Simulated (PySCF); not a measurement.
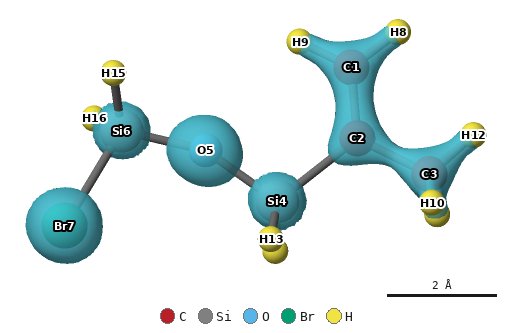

Figure. C$_{3}$H$_{9}$BrOSi$_{2}$ (SMILES C=C(C)[SiH2]O[SiH2]Br). Isosurface of the total electron density at 1.5 e/Å³ (cyan), seen at a tilt.

Geometry: GFN2-xTB.

Method: CAM-B3LYP/def2-SVPD, SCF density, gas phase (PySCF 2.14.0).

```yaml
atoms:
  - { symbol: C, position_ang: [-1.1124, -0.6089, 1.4640] }
  - { symbol: C, position_ang: [-1.2777, -0.0462, 0.2740] }
  - { symbol: C, position_ang: [-2.6307, 0.3666, -0.2169] }
  - { symbol: Si, position_ang: [0.1395, 0.2841, -0.9174] }
  - { symbol: O, position_ang: [1.4982, -0.2146, -0.1638] }
  - { symbol: Si, position_ang: [3.0736, -0.2920, 0.1091] }
  - { symbol: Br, position_ang: [4.0811, 0.9611, -1.3921] }
  - { symbol: H, position_ang: [-1.9384, -0.7953, 2.1348] }
  - { symbol: H, position_ang: [-0.1389, -0.9088, 1.8155] }
  - { symbol: H, position_ang: [-2.6423, 1.4348, -0.4269] }
  - { symbol: H, position_ang: [-2.8625, -0.1490, -1.1476] }
  - { symbol: H, position_ang: [-3.4062, 0.1435, 0.5131] }
  - { symbol: H, position_ang: [0.3049, 1.7086, -1.2099] }
  - { symbol: H, position_ang: [0.0561, -0.5206, -2.1371] }
  - { symbol: H, position_ang: [3.3415, 0.3027, 1.4042] }
  - { symbol: H, position_ang: [3.5066, -1.6573, -0.1145] }
```

### Which contacts does the surface bridge?

At this value the surface falls into nine separate pieces. It bridges the sampled C–C (1.33 Å) contacts, where the density stays above the isovalue. It is pinched off along the sampled Si–O (1.60 Å), C–Si (1.88 Å) and Si–Br (2.20 Å) contacts. On the grid the lowest density along these lines, outside the cores, is 2.3 e/Å³ (C–C, 1.33 Å), 0.99 e/Å³ (Si–O, 1.60 Å), 0.82 e/Å³ (C–Si, 1.88 Å) and 0.59 e/Å³ (Si–Br, 2.20 Å).
